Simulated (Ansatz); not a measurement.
# BaTi2Bi2, from a guessed structure to a relaxed one

This structure for BaTi2Bi2 is made up. Its elements were placed in a known structure type with a cell scaled to their sizes. What cell does the guess relax to, and how far off was it?

Program: Ansatz 0.2.0. Level of theory: DFT, PBE, plane-wave PAW, files of the set soft_1, scalar-relativistic, no spin, cell and ions relaxed at zero pressure; PAW set soft_1. Results are calculated unless marked as measured.

## Step 1: The structure

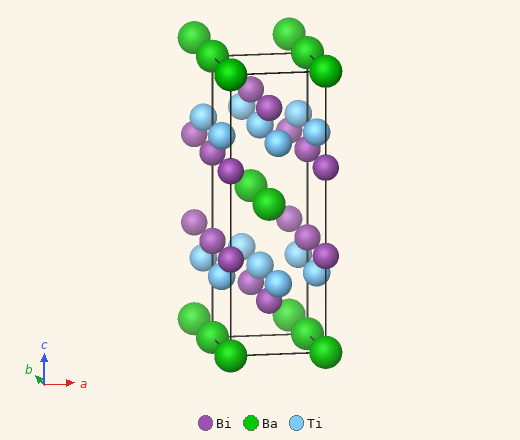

The cell as given, slightly off an axis (bismuth purple, barium green, titanium blue). 1×2×1 cells are drawn. This picture shows the conventional cell, with its axes. Some periodic images of atoms are drawn too.

## Step 2: Relaxing cell and atoms

The guessed cell has no reason to be at equilibrium. It is relaxed with the atoms, within the space group of the guess.

input.yaml

```yaml
crystal:
  lattice:
    - [-2.272, 2.272, 6.731]
    - [2.272, -2.272, 6.731]
    - [2.272, 2.272, -6.731]
  atoms:
    - { symbol: Bi, position: [0.3428, 0.3428, 0.0] }
    - { symbol: Bi, position: [0.6572, 0.6572, 0.0] }
    - { symbol: Ba, position: [0.0, 0.0, 0.0] }
    - { symbol: Ti, position: [0.25, 0.75, 0.5] }
    - { symbol: Ti, position: [0.75, 0.25, 0.5] }
kpoints:
  mp_grid: { grid: [8, 8, 8] }
scf:
  occupations: { method: fermi_dirac, width: 0.05 }
hamiltonian:
  xc: pbe
  pseudopotentials: { kind: paw, azcp: { folder: soft_1 } }
relax:
  f_tol: 0.015
  max_steps: 70
  cell: {}
output:
  forces: true
  stress: true
```

On the command line:

```bash
> ansatz run input.yaml --threads 4 --pin off --max-ram 10240MiB --backend cpu --events-out ev --progress --plain --runs-dir out
```

Numbers of over 12 decimals in the logs are rounded to 6 here.

The log of the run:

```text
basis.fft_grid_basis auto: the FFT boxes are laid along the combinations [[1, 0, 1], [0, 1, 1], [0, 0, 1]] of the cell's own vectors, 4.544, 4.544 and 7.459 Å long. The dense box has 32×32×50 points. Along the cell's own vectors, as sized, it would have 50×50×50, 2.44 times as many. Of the 16 symmetry operations that the crystal satisfies within crystal.symmetry.tolerance (time reversal apart; of a slab, those that k [...]
Engine: ansatz 0.2.0, aarch64-unknown-linux-gnu
Pseudopotentials: kind: paw
Pseudopotential: Bi, paw, valence charge 15, recommended cutoff 420 eV (normal), soft_1/Bi.paw.azcp
Pseudopotential: Ba, paw, valence charge 10, recommended cutoff 420 eV (normal), soft_1/Ba.paw.azcp
Pseudopotential: Ti, paw, valence charge 12, recommended cutoff 420 eV (normal), soft_1/Ti.paw.azcp
Functional definition: PBE
  parameter kappa = 0.804
  parameter beta = 0.066725
  exchange = pbe_x(kappa = kappa, mu = beta*pi^2/3)
  correlation = pbe_c(beta = beta)
Crystal: 5 atoms, lattice volume = 138.981 Å³
Basis set: ecut = 420 eV, 2727 PW (Γ), FFT grids on a1+a3, a2+a3, a3, exchange–correlation on 64×64×100 points (8 copies of the dense FFT grid, shifted against one another)
Bands: 39, of which v1, the nominal top of the filled ones, is band 32 counted from 1 (31 counted from 0)
Symmetry: 16 space group operations
Space group: I4/mmm (ITA 139), of the structure as read, at distance tolerance 5.2e-5 Å
k-points: 59 of 512
Non-local potential: Bi, projectors of the file, l = 0: 2, l = 1: 2, l = 2: 2, l = 3: 1
Non-local potential: Ba, projectors of the file, l = 0: 3, l = 1: 2, l = 2: 2, l = 3: 2
Non-local potential: Ti, projectors of the file, l = 0: 3, l = 1: 2, l = 2: 3, l = 3: 1
PAW form: soft (Blöchl's): semilocal exchange-correlation on the pseudo side does not see the compensation charge
PAW one-centre angular grid: Bi, 590 points (default); XC on 64 Gauss nodes
PAW one-centre angular grid: Ba, 194 points (default); XC on 64 Gauss nodes
PAW one-centre angular grid: Ti, 590 points (default); XC on 64 Gauss nodes
Initial density: superposition of atomic densities (chi_scale 0.1, normalization cell, long waves kept (reshape's long-wave potential 0.01 eV rms))
Initial wavefunctions: pseudopotential atomic-orbital guess
Functional: x = pbe(κ = 0.804, μ = 0.219515), c = pbe(β = 0.066725)
SCF iter   1: F=—  HF=-35749.287098 eV  |F-HF|=—  |Δ(HF+E_count)|=         —  Δρ=4.99e-2  dr2=8.72e0  ethr=3.10e-3  ⟨swp⟩=7.6  Hψ=9590  notcnv=0
preconditioner: auto → Kerker (q_TF=auto, 2.398 Å⁻¹)  [metal: Δε(μ)=0.023 eV  Ē_g=13.410 eV  σ=0.050 eV  W_gap=0.11  n_scr=32 (ndim 8)  ℏωp=21.4 eV  f_vac=0.000  D(μ)=5.61/eV (n_scr^D=32)]
SCF iter   2: F=—  HF=-35748.000266 eV  |F-HF|=—  |Δ(HF+E_count)|=    1.29e0  Δρ=2.33e-2  dr2=2.03e0  ethr=3.10e-3  ⟨swp⟩=3.3  Hψ=4621  notcnv=0  defer=1
SCF iter   3: F=—  HF=-35747.570085 eV  |F-HF|=—  |Δ(HF+E_count)|=   4.30e-1  Δρ=6.21e-3  dr2=1.54e-1  ethr=3.10e-3  ⟨swp⟩=2.3  Hψ=3259  notcnv=0
SCF iter   4: F=—  HF=-35747.544954 eV  |F-HF|=—  |Δ(HF+E_count)|=   2.51e-2  Δρ=1.73e-3  dr2=9.49e-3  ethr=2.41e-4  ⟨swp⟩=3.0  Hψ=3862  notcnv=0
SCF iter   5: F=—  HF=-35747.545099 eV  |F-HF|=—  |Δ(HF+E_count)|=   1.44e-4  Δρ=7.53e-4  dr2=2.64e-3  ethr=1.48e-5  ⟨swp⟩=2.0  Hψ=3241  notcnv=0
SCF iter   6: F=—  HF=-35747.544993 eV  |F-HF|=—  |Δ(HF+E_count)|=   1.06e-4  Δρ=2.39e-4  dr2=2.50e-4  ethr=4.12e-6  ⟨swp⟩=2.0  Hψ=3014  notcnv=0
SCF iter   7: F=—  HF=-35747.544973 eV  |F-HF|=—  |Δ(HF+E_count)|=   1.96e-5  Δρ=7.74e-5  dr2=2.19e-5  ethr=3.91e-7  ⟨swp⟩=2.7  Hψ=3563  notcnv=0
SCF iter   8: F=—  HF=-35747.544927 eV  |F-HF|=—  |Δ(HF+E_count)|=   4.62e-5  Δρ=2.03e-5  dr2=1.23e-6  ethr=3.42e-8  ⟨swp⟩=2.0  Hψ=3062  notcnv=0
SCF iter   9: F=-35747.544927 eV  HF=-35747.544927 eV  |F-HF|=7.89e-9  |Δ(HF+E_count)|=   1.88e-8  Δρ=4.81e-6  dr2=3.27e-8  ethr=1.56e-10  ⟨swp⟩=3.0  Hψ=8984  notcnv=0
SCF 1 converged in 9 iterations: F = -35747.544927 eV  dr2 = 3.27e-8
  greatest PAW one-centre occupation: 0.999 electrons in one spin orbital (limit 2), on the Ti atom at site 4 (counted from 0), in its partial waves of l = 0
relax step   1: F+E_penalty+E_count = -35747.54492716 eV  Δ(F+E_penalty+E_count) = +0.000e0 eV  max|allowed force component| = 3.716e0 eV/Å  Δτ_max = 0.0000 Å  P = +12.102 GPa  Ω = 138.981 Å³  (9 SCF iters, dr2 threshold 1.00e-7 eV, accepted)
Crystal: 5 atoms, lattice volume = 146.829 Å³
Basis set: ecut = 420 eV, 2871 PW (Γ), FFT grids on a1+a3, a2+a3, a3, exchange–correlation on 64×64×100 points (8 copies of the dense FFT grid, shifted against one another)
Initial density: handed on by an earlier stage of this run
Initial wavefunctions: those handed on with the density
iter 1 solved again at ethr=8.54e-4 eV; its pass at ethr=3.10e-3 eV (dr2=5.47e-1 eV) is discarded
SCF iter   1: F=—  HF=-35748.955345 eV  |F-HF|=—  |Δ(HF+E_count)|=         —  Δρ=1.34e-2  dr2=5.52e-1  ethr=8.54e-4  ⟨swp⟩=1.0  Hψ=12177  notcnv=0
preconditioner: auto → Kerker (q_TF=auto, 2.376 Å⁻¹)  [metal: Δε(μ)=0.003 eV  Ē_g=7.389 eV  σ=0.050 eV  W_gap=0.02  n_scr=32 (ndim 8)  ℏωp=15.6 eV  f_vac=0.000  D(μ)=5.60/eV (n_scr^D=32)]
SCF iter   2: F=—  HF=-35748.904156 eV  |F-HF|=—  |Δ(HF+E_count)|=   5.12e-2  Δρ=5.89e-3  dr2=1.08e-1  ethr=8.54e-4  ⟨swp⟩=2.5  Hψ=3006  notcnv=0
SCF iter   3: F=—  HF=-35748.891060 eV  |F-HF|=—  |Δ(HF+E_count)|=   1.31e-2  Δρ=1.31e-3  dr2=4.07e-3  ethr=1.69e-4  ⟨swp⟩=2.2  Hψ=3054  notcnv=0
SCF iter   4: F=—  HF=-35748.890813 eV  |F-HF|=—  |Δ(HF+E_count)|=   2.46e-4  Δρ=2.69e-4  dr2=2.04e-4  ethr=6.36e-6  ⟨swp⟩=2.1  Hψ=3382  notcnv=0
SCF iter   5: F=—  HF=-35748.890752 eV  |F-HF|=—  |Δ(HF+E_count)|=   6.15e-5  Δρ=7.47e-5  dr2=1.65e-5  ethr=3.19e-7  ⟨swp⟩=2.0  Hψ=2805  notcnv=0
SCF iter   6: F=—  HF=-35748.890753 eV  |F-HF|=—  |Δ(HF+E_count)|=   8.55e-7  Δρ=1.67e-5  dr2=6.13e-7  ethr=2.57e-8  ⟨swp⟩=2.0  Hψ=2895  notcnv=0
SCF iter   7: F=-35748.890753 eV  HF=-35748.890753 eV  |F-HF|=4.38e-8  |Δ(HF+E_count)|=   9.93e-8  Δρ=6.45e-6  dr2=1.23e-7  ethr=7.81e-10  ⟨swp⟩=4.0  Hψ=6845  notcnv=0
SCF 2 converged in 7 iterations: F = -35748.890753 eV  dr2 = 1.23e-7
relax step   2: F+E_penalty+E_count = -35748.89075279 eV  Δ(F+E_penalty+E_count) = -1.346e0 eV  max|allowed force component| = 1.479e0 eV/Å  Δτ_max = 0.1950 Å  P = +2.578 GPa  Ω = 146.829 Å³  energy of the carried Pulay correction = -1.166e-3 eV  (7 SCF iters, dr2 threshold 5.00e-7 eV, accepted)
Crystal: 5 atoms, lattice volume = 144.356 Å³
Basis set: ecut = 420 eV, 2807 PW (Γ), FFT grids on a1+a3, a2+a3, a3, exchange–correlation on 64×64×100 points (8 copies of the dense FFT grid, shifted against one another)
[...]
SCF 3 converged in 7 iterations: F = -35749.268400 eV  dr2 = 8.11e-8
relax step   3: F+E_penalty+E_count = -35749.26839972 eV  Δ(F+E_penalty+E_count) = -3.776e-1 eV  max|allowed force component| = 1.335e-1 eV/Å  Δτ_max = 0.1948 Å  P = +0.491 GPa  Ω = 144.356 Å³  energy of the carried Pulay correction = -8.056e-4 eV  (7 SCF iters, dr2 threshold 5.00e-7 eV, accepted)
[...]
relax step   4: F+E_penalty+E_count = -35749.34539011 eV  Δ(F+E_penalty+E_count) = -7.699e-2 eV  max|allowed force component| = 3.385e-1 eV/Å  Δτ_max = 0.0470 Å  P = -0.809 GPa  Ω = 146.351 Å³  energy of the carried Pulay correction = -1.097e-3 eV  (7 SCF iters, dr2 threshold 5.00e-7 eV, accepted)
[...]
relax step   5: F+E_penalty+E_count = -35749.37052614 eV  Δ(F+E_penalty+E_count) = -2.514e-2 eV  max|allowed force component| = 1.607e-1 eV/Å  Δτ_max = 0.0264 Å  P = -0.774 GPa  Ω = 147.159 Å³  energy of the carried Pulay correction = -1.214e-3 eV  (6 SCF iters, dr2 threshold 5.00e-7 eV, accepted)
[...]
relax step   6: F+E_penalty+E_count = -35749.38072165 eV  Δ(F+E_penalty+E_count) = -1.020e-2 eV  max|allowed force component| = 2.175e-2 eV/Å  Δτ_max = 0.0126 Å  P = +0.258 GPa  Ω = 144.875 Å³  energy of the carried Pulay correction = -8.819e-4 eV  (6 SCF iters, dr2 threshold 5.00e-7 eV, accepted)
[...]
relax step   7: F+E_penalty+E_count = -35749.38116908 eV  Δ(F+E_penalty+E_count) = -4.474e-4 eV  max|allowed force component| = 2.736e-3 eV/Å  Δτ_max = 0.0004 Å  P = +0.003 GPa  Ω = 145.539 Å³  energy of the carried Pulay correction = -9.790e-4 eV  (6 SCF iters, dr2 threshold 2.06e-7 eV, accepted)
[...]
relax step   8: F+E_penalty+E_count = -35749.38291836 eV  Δ(F+E_penalty+E_count) = -1.749e-3 eV  max|allowed force component| = 2.689e-3 eV/Å  Δτ_max = 0.0000 Å  P = +0.020 GPa  Ω = 145.539 Å³  stress off target by 6.67e-2 GPa  SCF on the basis re-selected at this cell (its energy is not comparable with the rows above)  (7 SCF iters)
[...]
relax step   9: F+E_penalty+E_count = -35749.38296484 eV  Δ(F+E_penalty+E_count) = -4.647e-5 eV  max|allowed force component| = 4.522e-4 eV/Å  Δτ_max = 0.0009 Å  P = +0.002 GPa  Ω = 145.619 Å³  energy of the carried Pulay correction = -9.377e-6 eV  (6 SCF iters, dr2 threshold 1.11e-8 eV, accepted)
iter 1 solved again at ethr=1.70e-6 eV; its pass at ethr=3.10e-3 eV (dr2=1.09e-3 eV) is discarded
SCF iter   1: F=—  HF=-35749.382927 eV  |F-HF|=—  |Δ(HF+E_count)|=         —  Δρ=1.69e-5  dr2=1.24e-8  ethr=1.70e-6  ⟨swp⟩=3.0  Hψ=14750  notcnv=0
eigensolver tolerance schedule: the retry pair's looser diagonalisation over-reported the residual by 87937.37 of it (diagonalisation noise at an unbounded share of the residual, at the tolerance the schedule requests for it); recorded, not acted on — ethr = c·dr2/N_el stays at c = 1.0e-1
preconditioner: auto → Kerker (q_TF=auto, 2.379 Å⁻¹)  [metal: Δε(μ)=0.007 eV  Ē_g=7.096 eV  σ=0.050 eV  W_gap=0.04  n_scr=32 (ndim 8)  ℏωp=15.7 eV  f_vac=0.000  D(μ)=6.52/eV (n_scr^D=50)]
SCF iter   2: F=—  HF=-35749.382972 eV  |F-HF|=—  |Δ(HF+E_count)|=   4.52e-5  Δρ=8.53e-6  dr2=3.16e-9  ethr=1.93e-11  ⟨swp⟩=3.6  Hψ=5728  notcnv=0
SCF iter   3: F=—  HF=-35749.382973 eV  |F-HF|=—  |Δ(HF+E_count)|=   1.06e-6  Δρ=1.11e-6  dr2=2.95e-10  ethr=4.93e-12  ⟨swp⟩=2.0  Hψ=2943  notcnv=0
SCF iter   4: F=—  HF=-35749.382973 eV  |F-HF|=—  |Δ(HF+E_count)|=   1.71e-8  Δρ=1.80e-7  dr2=9.83e-11  ethr=1.00e-12  ⟨swp⟩=1.1  Hψ=2304  notcnv=0
iter 5 did not close the SCF: its close was put off for the readings that it lacked (scf_convergence_deferred on its scf_iter line)
SCF iter   5: F=-35749.382973 eV  HF=-35749.382973 eV  |F-HF|=7.28e-12  |Δ(HF+E_count)|=  1.02e-10  Δρ=6.23e-8  dr2=1.27e-11  ethr=1.00e-12  ⟨swp⟩=1.0  Hψ=2301  notcnv=0
iter 6 did not close the SCF: its close was put off for the readings that it lacked (scf_convergence_deferred on its scf_iter line)
SCF iter   6: F=-35749.382973 eV  HF=-35749.382973 eV  |F-HF|=2.18e-11  |Δ(HF+E_count)|=    0.00e0  Δρ=1.88e-8  dr2=8.07e-13  ethr=1.00e-12  ⟨swp⟩=1.0  Hψ=2301  notcnv=0
iter 7 did not close the SCF: its close was put off for the readings that it lacked (scf_convergence_deferred on its scf_iter line)
SCF iter   7: F=-35749.382973 eV  HF=-35749.382973 eV  |F-HF|=0.00e0  |Δ(HF+E_count)|=  1.46e-11  Δρ=5.50e-9  dr2=5.54e-14  ethr=1.00e-12  ⟨swp⟩=1.0  Hψ=2301  notcnv=0
iter 8 did not close the SCF: its close was put off for the readings that it lacked (scf_convergence_deferred on its scf_iter line)
SCF iter   8: F=-35749.382973 eV  HF=-35749.382973 eV  |F-HF|=7.28e-12  |Δ(HF+E_count)|=    0.00e0  Δρ=1.98e-9  dr2=1.03e-14  ethr=1.00e-12  ⟨swp⟩=1.0  Hψ=2301  notcnv=0
SCF iter   9: F=-35749.382973 eV  HF=-35749.382973 eV  |F-HF|=7.28e-12  |Δ(HF+E_count)|=    0.00e0  Δρ=6.02e-10  dr2=6.61e-16  ethr=1.00e-12  ⟨swp⟩=1.0  Hψ=4838  notcnv=0
SCF 10 converged in 9 iterations: F = -35749.382973 eV  dr2 = 6.61e-16
relax step  10: F+E_penalty+E_count = -35749.38297329 eV  Δ(F+E_penalty+E_count) = -8.453e-6 eV  max|allowed force component| = 4.551e-4 eV/Å  Δτ_max = 0.0000 Å  P = +0.002 GPa  Ω = 145.619 Å³  stress off target by 4.02e-3 GPa  SCF on the basis re-selected at this cell (its energy is not comparable with the rows above)  (9 SCF iters)
basis re-selected at this cell: Δ(F+E_penalty+E_count) = -8.453e-6 eV, ΔP = -0.000 GPa vs the last step (what re-selecting the basis moved, of the pressure what is left beyond the Pulay correction that the steps carried, after the strain that the cell walked since its last selection, with what the two solves' SCF thresholds leave and, on support functions, any second-order correction that the steps lacked; it is no m [...]
SCF converged after 9 iterations
Free energy (F): -35749.382973 eV
Harris-Foulkes:  -35749.382973 eV  (|F-HF|=7.28e-12)
Internal energy: -35749.329727 eV  (E = F + TS)
E sigma→0 (E₀):  -35749.356350 eV
Entropy (-TS):   -0.053246 eV (-10.649 meV/atom)
Fermi energy:    10.641377 eV
--- Per-component energies (eV) ---
  E_band       = -599.784298
  E_kinetic    = 1232.541436
  E_local      = -5716.708623  (includes V_loc(G=0)·N_el)
  E_nonlocal   = 1031.578233
  E_hartree    = 2258.158136
  E_xc         = -729.897882
  E_vxc        = -677.054192  (∫ρ·V_xc dr)
  E_paw        = -28611.989034  (= ΣΔE_a)
  E_vpaw       = -986.457679  (= ΣTr[D̂ρ^β])
  E_aug_tail   = 0.000257  (compensation charges beyond the density's cutoff)
  E_ewald      = -5213.012249
  E_smearing   = -0.053246  (= −TS)
  E_closure    = -0.000000  (closes the sum)
  Σ components = -35749.382973   (vs F -35749.382973, Δ=0.00e0)
--- Forces (eV/Å), atoms counted from 1 ---
  atom   1  Bi     0.00000000     0.00000000    -0.00045511
  atom   2  Bi     0.00000000     0.00000000     0.00045511
  atom   3  Ba    -0.00000000    -0.00000000     0.00000000
  atom   4  Ti     0.00000000    -0.00000000     0.00000000
  atom   5  Ti     0.00000000     0.00000000     0.00000000
  max |Σ_I F_I| component: 5.20e-18 eV/Å
--- Stress (GPa, compression-positive) ---
        0.000926      -0.000000       0.000000
       -0.000000       0.000926       0.000000
        0.000000      -0.000000       0.004017
  P = ⅓ Tr σ = 0.0020 GPa (0.020 kbar)
--- Relaxed structure (8 steps of the walk, 8 accepted, 2 SCFs on fresh bases) ---
  F+E_penalty+E_count = -35749.38297329 eV   max|allowed force component| = 4.551e-4 eV/Å   (the final SCF, on the basis selected at the relaxed cell)
  cell:  # Å, volume = 145.6194 Å³
    - [-2.203225, 2.203225, 7.499656]
    - [2.203225, -2.203225, 7.499656]
    - [2.203225, 2.203225, -7.499656]
  atoms:
    - { symbol: Bi, position: [0.372251, 0.372251, 0] }
    - { symbol: Bi, position: [0.627749, 0.627749, 0] }
    - { symbol: Ba, position: [-3.100711903186148e-19, -3.100711903186146e-19, 0] }
    - { symbol: Ti, position: [0.25, 0.750000, 0.500000] }
    - { symbol: Ti, position: [0.750000, 0.25, 0.500000] }
```

Elapsed: 38 s, on 4 threads of Arm Neoverse V2, shared host; peak memory 0.79 GiB.

Step by step:

```tsv
step	energy less that of the first step (eV)	largest force component (eV/Å)	pressure (GPa)	volume (Å³)
1	0.0000	3.7159	12.10	138.98
2	-1.3458	1.4789	2.58	146.83
3	-1.7235	0.1335	0.49	144.36
4	-1.8005	0.3385	-0.81	146.35
5	-1.8256	0.1607	-0.77	147.16
6	-1.8358	0.0218	0.26	144.87
7	-1.8362	0.0027	0.00	145.54
8*	-1.8380	0.0027	0.02	145.54
9	-1.8380	0.0005	0.00	145.62
10*	-1.8380	0.0005	0.00	145.62
```

Relaxation steps marked * repeat the geometry before them on a plane-wave basis chosen anew for their cell, so energy and pressure can jump there.

Forces are held to the 16 operations that the run works with; a distortion that breaks them can't arise in this run.

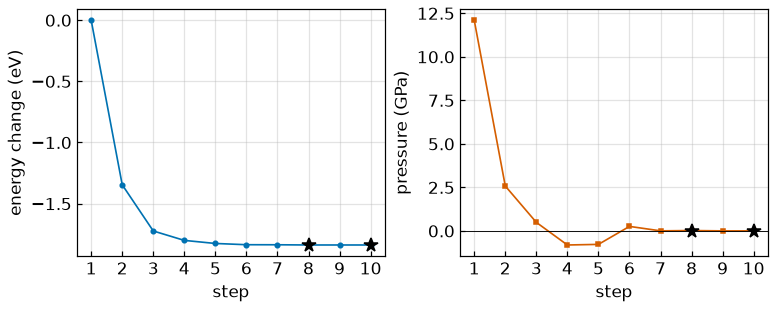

Energy and pressure along the relaxation. Stars mark steps on a basis chosen anew.

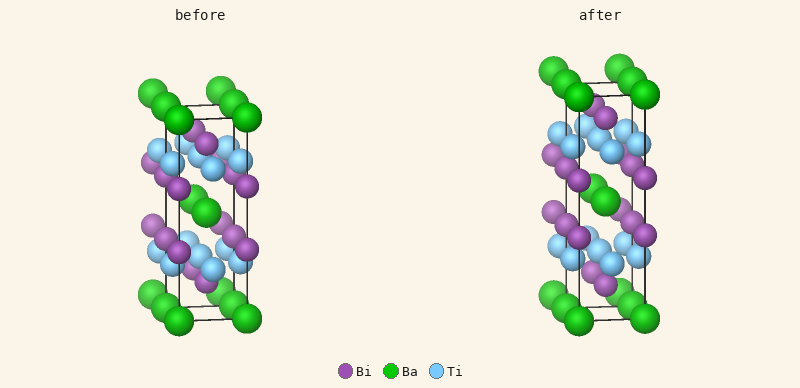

Before and after, at one scale.

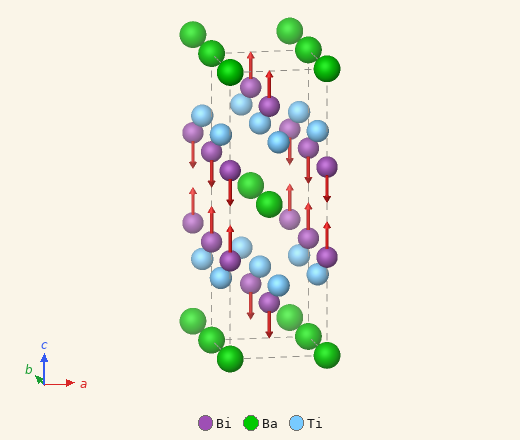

Displacements in the relaxation, exaggerated, measured against the changing cell; the longest in the cell stands for 0.44 Å. 1×2×1 conventional cells are drawn. Some periodic images of atoms are drawn too.

```tsv
conventional cell, symmetrised	before	after	change
a (Å)	4.544	4.406	-3.0 %
b (Å)	4.544	4.406	-3.0 %
c (Å)	13.462	14.999	+11.4 %
volume (Å³/atom)	27.80	29.12	+4.8 %
```

The atoms that moved most (Å, as changes of fractional coordinates times the final cell):

```tsv
atom	dx	dy	dz	length
Bi2	0.000	0.000	-0.442	0.442
Bi1	0.000	0.000	0.442	0.442
```

The relaxed structure:

```xyz
5
Lattice="-2.2032 2.2032 7.4997 2.2032 -2.2032 7.4997 2.2032 2.2032 -7.4997" Properties=species:S:1:pos:R:3 pbc="T T T"
Bi    0.0000    0.0000    5.5835
Bi    0.0000    0.0000    9.4158
Ba    0.0000    0.0000    0.0000
Ti    2.2032    0.0000    3.7498
Ti    0.0000    2.2032    3.7498
```

Numbers from this step:

* free energy: -35749.3830 eV
* energy at zero smearing: -35749.3564 eV
* smearing term TS: 0.05325 eV
* Fermi energy: 10.64 eV
* electrons: 64
* symmetry operations: 16
* pressure: 0.001957 GPa

The shortest distance of each pair, which need not be the same contact before and after:

```tsv
pair	guess (Å)	relaxed (Å)
Bi–Ti	2.593	2.866
Ti–Ti	3.213	3.116
Ba–Bi	3.847	3.658
Bi–Bi	4.070	3.832
Ba–Ti	4.061	4.349
```

The relaxation ends with a largest force component of 4.6e-4 eV/Å and a pressure of 0.00 GPa.

## Step 3: Summary of results

```yaml
space_group_relaxed: I4/mmm
conventional_cell: a = 4.406, b = 4.406, c = 14.999 Å; α = 90.0°, β = 90.0°, γ = 90.0°
volume_per_atom: 29.12 Å³ (guess 27.80)
```

BaTi2Bi2 relaxes to I4/mmm with a = 4.406, b = 4.406 and c = 14.999 Å. The guessed volume was 5 % too small. The space group I4/mmm was held in the relaxation, so the end point is a stationary structure within it and may be a saddle against distortions or other arrangements. Mesh and cutoff weren't tested. A vector of the cell changed its length by 9 %, more than the volume shows. Spin-orbit coupling is left out, which can matter for elements this heavy. No dispersion term is used, so weakly bound directions may come out too long. The runs have no spin, and magnetism wasn't tested. Nothing here tests whether the compound is stable against decomposition.

[Logs are printed without paths, hosts, clocks, repeated set-up lines and the standing remarks that a program may print on its own settings, such as how far it seeks lower states.]

[Hosts, paths, dates, database ids (printed as entryN), source tags and the programs' standing remarks are cut or masked in the printed files.]
